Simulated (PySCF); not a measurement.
```xyz
9
charge 0, multiplicity 1
C     2.2358   -0.2183    0.2393
C     1.1475    0.3161    0.1378
Ge   -0.5901    1.0702   -0.0218
As   -2.3132   -0.6294    0.0781
H     3.2021   -0.6825    0.3273
H    -0.6836    1.7927   -1.3760
H    -0.8008    2.0749    1.1228
H    -1.5187   -1.5573   -0.8334
H    -1.7038   -1.2439    1.3339
```

Work out the structure from the coordinates.

The molecule is C2H5AsGe. SMILES: `C#[C][GeH2][AsH2]`. Among its groups: alkyne. Coordination: 2 C linear; 1 Ge tetrahedral; 1 As trigonal pyramidal.

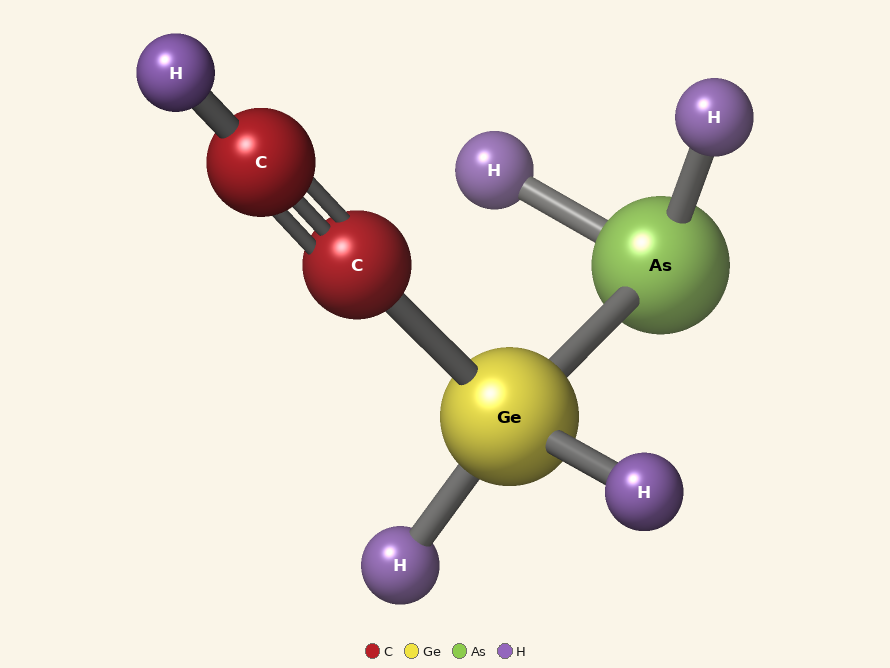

(Drawn from a calculation with PySCF.)
